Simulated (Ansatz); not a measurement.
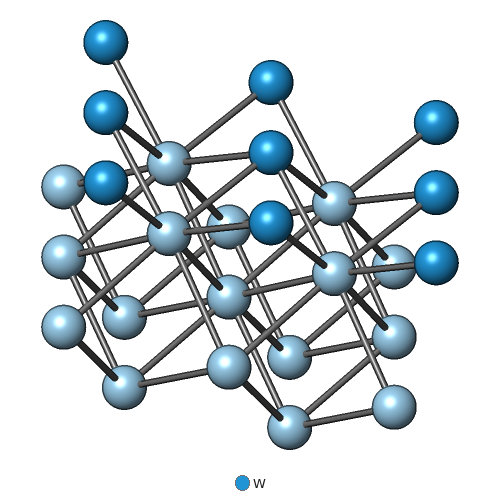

The system is C on a W(100) slab cut from the Im-3m phase, its upper half relaxed before the scan (16 atoms of substrate and one adsorbate in a 2 × 2 cell); the picture shows it without the atoms that are moved over the map. C is moved over the surface cell; relaxed at each place: the height of the adsorbate's atoms; substrate rigid; the origin of the map has the adsorbate above W13. Places are given modulo a cell vector. The map is drawn in real space over the plane of the surface. The grid has 8 × 8 points; 15 points were computed and 49 follow by symmetry. Places are given in fractions of the 1 × 1 surface cell. Energies: eV, counted from the lowest grid point. The calculation used DFT PBE, scalar-relativistic, plane waves, PAW in Ansatz 0.2.0. Settings: cutoff 420 eV, k-mesh 4×4×1, gaussian smearing 0.1 eV, no spin polarisation.

Range: position of C17 along the first surface vector from 0.000 to 0.875; position of C17 along the second surface vector from 0.000 to 0.875.

> What will the energy surface look like?

The lowest grid point is at a fourfold hollow over a second-layer W atom, (4/8, 4/8) of the cell vectors. No other kind of well shows on this grid. The highest grid point, the top site over a surface W atom, (0/8, 0/8) of the cell vectors, lies 3.87 eV above the lowest. On the interpolated surface the easiest way out of the lowest well to its copy in the next cell or period passes a barrier of about 1.7 eV. At the lowest point the adsorbate has 1 W at 2.09 Å as nearest neighbours, at the highest 1 W at 1.83 Å. Its relaxed height above the top atom is 0.70 Å at the lowest and 1.83 Å at the highest point.

| second ↓, first → | 0/8 | 1/8 | 2/8 | 3/8 | 4/8 | 5/8 | 6/8 | 7/8 |
| --- | --- | --- | --- | --- | --- | --- | --- | --- |
| 7/8 | 3.79 | 3.70 | 3.31 | 2.36 | 1.42 | 2.36 | 3.31 | 3.70 |
| 6/8 | 3.41 | 3.31 | 2.85 | 1.68 | 0.68 | 1.68 | 2.85 | 3.31 |
| 5/8 | 2.54 | 2.36 | 1.68 | 0.56 | 0.09 | 0.56 | 1.68 | 2.36 |
| 4/8 | 1.69 | 1.42 | 0.68 | 0.09 | 0.00 | 0.09 | 0.68 | 1.42 |
| 3/8 | 2.54 | 2.36 | 1.68 | 0.56 | 0.09 | 0.56 | 1.68 | 2.36 |
| 2/8 | 3.41 | 3.31 | 2.85 | 1.68 | 0.68 | 1.68 | 2.85 | 3.31 |
| 1/8 | 3.79 | 3.70 | 3.31 | 2.36 | 1.42 | 2.36 | 3.31 | 3.70 |
| 0/8 | 3.87 | 3.79 | 3.41 | 2.54 | 1.69 | 2.54 | 3.41 | 3.79 |

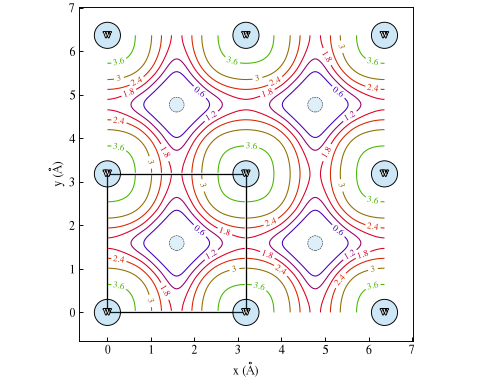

Drawn: contour lines labelled in eV, labelled circles for the atoms of the top layer and small ones for the second layer, the outline of one cell of the 2 × 2 shown. Between grid points the surface is interpolated.

Each point was launched as `ansatz run input.yaml --threads 4 --pin off --max-ram 12288MiB --backend cpu --events-out ev --progress --plain --runs-dir out`. Time for the 15 points that were run: 28 min on 4 threads of Arm Neoverse V1, on a shared host.

PAW datasets: the set soft_1.
